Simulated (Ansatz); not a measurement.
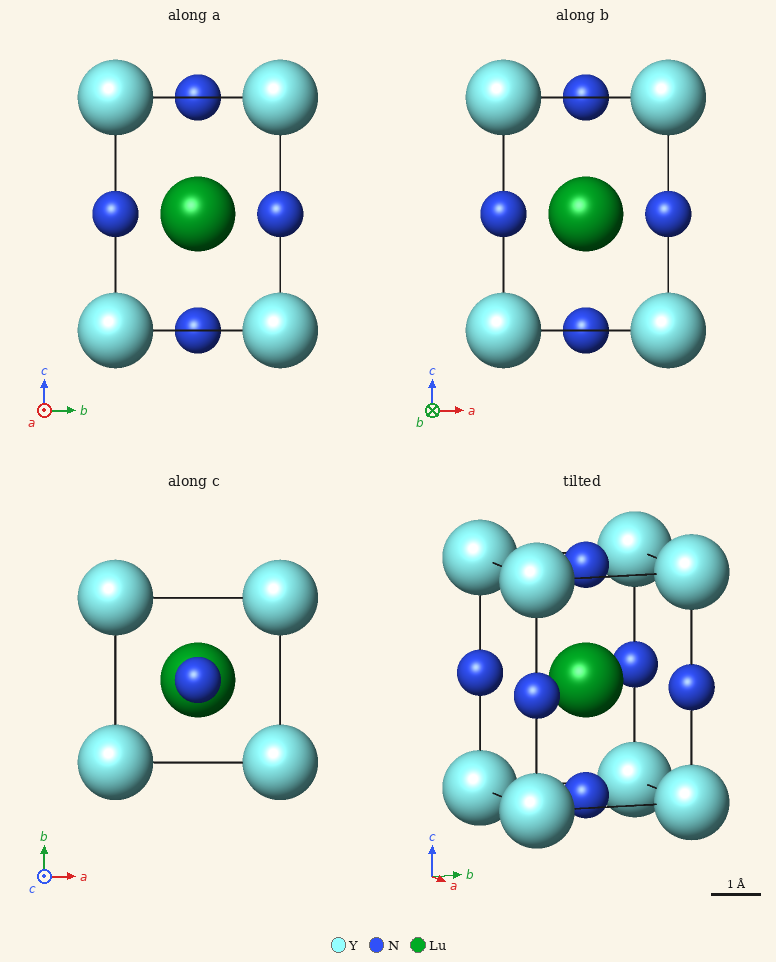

Drawn in the spheres-only manner and seen along the a axis, along the b axis, along the c axis and slightly off an axis. The lines enclose the conventional unit cell; boundary atoms appear with their images.

Lattice parameters: a = 3.4090 Å, b = 3.4090 Å, c = 4.8188 Å, α = 90.000°, β = 90.000°, γ = 90.000°.

Record the structure as a CIF with its space group and independent sites.

```cif
data_structure
_symmetry_space_group_name_H-M 'P 4/m m m'
_symmetry_Int_Tables_number 123
_cell_length_a 3.4090
_cell_length_b 3.4090
_cell_length_c 4.8188
_cell_angle_alpha 90.000
_cell_angle_beta 90.000
_cell_angle_gamma 90.000
_cell_volume 56.00
loop_
_atom_site_label
_atom_site_type_symbol
_atom_site_symmetry_multiplicity
_atom_site_Wyckoff_symbol
_atom_site_fract_x
_atom_site_fract_y
_atom_site_fract_z
_atom_site_occupancy
Y1 Y 1 a 0.0000 0.0000 0.0000 1
N1 N 1 b 0.0000 0.0000 0.5000 1
Lu1 Lu 1 d 0.5000 0.5000 0.5000 1
N2 N 1 c 0.5000 0.5000 0.0000 1
```

The structure was taken from a structure type filled with these elements by a generator (whether the compound takes this form wasn't checked). Earlier steps of the study, as a rule a relaxation of our own, may have changed the cell and positions, so they can lie some per cent off the listed ones. It was run through Ansatz as a DFT input.

At this level of theory the run's own cell isn't at rest (stretched, at -4 GPa), so its distances can differ from those at equilibrium, the more so the softer the solid.
